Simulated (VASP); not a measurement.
Band structure of ZnGeP2 (space group P-4m2). Method: modified Becke-Johnson potential (mBJ), VASP's PBE PAW potentials (set 64) (plane waves; VASP).

mBJ is a potential without an energy functional, so only the levels count.

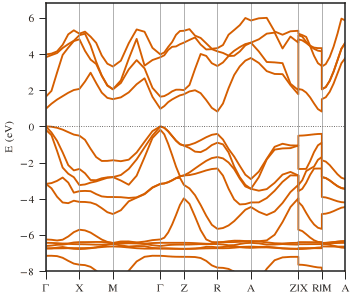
Figure: Bands along high-symmetry lines, zero at the valence-band maximum or, without a gap, the Fermi level

Q: Read the plot: is there a gap, and where are the band edges?

A: The gap is indirect, 0.82 eV, from the valence maximum at Γ to the conduction minimum at R.

The structure comes from a computed database's ZnGeP2 entry (P-4m2); how it stands against other phases isn't given here. It was relaxed first. The cell's shape comes from a PBE relaxation.
